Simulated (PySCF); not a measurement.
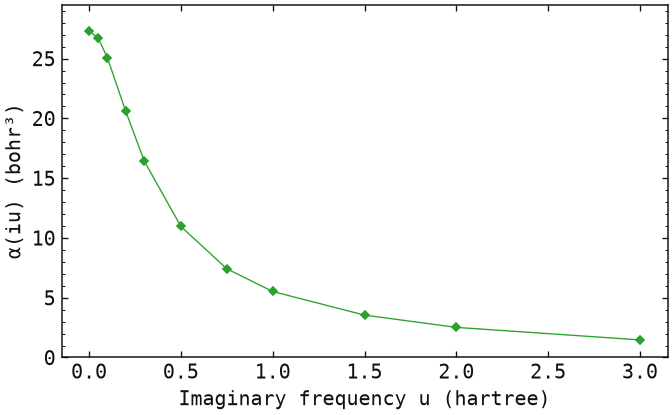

Dipole polarisability at imaginary frequency of Pb⁺ ([Xe] 4f¹⁴ 5d¹⁰ 6s² 6p). Coupled response at the wB97M-V level; PySCF, aug-cc-pwCVTZ-PP with a 60-electron core potential, unrestricted single determinants, no spin-orbit coupling.

Question: Describe the response.

Answer: The static dipole polarisability is 27.3 bohr³; α(iu) falls to half of it near u = 0.39 hartree. The Casimir–Polder integral gives C₆ = 234 hartree bohr⁶ for two such species.
